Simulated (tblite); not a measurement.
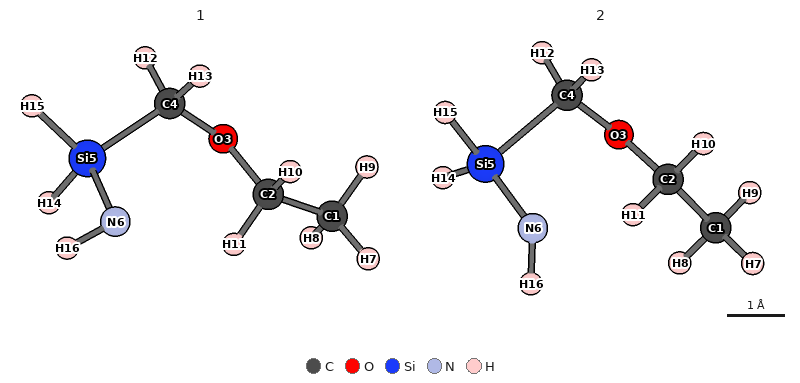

Two geometries of C3H10NOSi (multiplicity 2), drawn at one scale. One is the start of a relaxation, the other its converged end. The picture is a ball-and-stick view, seen at a tilt.

These are results of GFN2-xTB geometry optimisation, gas phase in tblite 0.8.0, not measurements. 

Which of the two is the end point?

Structure 2 is the relaxed one. The energy falls by 0.858 eV in 114 geometry steps. The largest move after the best rigid fit is that of H16, 1.65 Å. By element the largest moves are H 1.65 Å, N 0.61 Å, C 0.40 Å, O 0.16 Å, Si 0.13 Å. Some distances before and after: Si5–N6 1.774 → 1.656 Å, C4–Si5 1.883 → 1.988 Å, O3–C4 1.440 → 1.376 Å, C2–O3 1.444 → 1.402 Å. Bond angles that change, for instance: Si5–N6–H16 105.7° → 123.7°, N6–Si5–H14 107.8° → 125.6°, O3–C4–Si5 120.5° → 110.0°. Groups turn about Si5–N6 by about 60°.
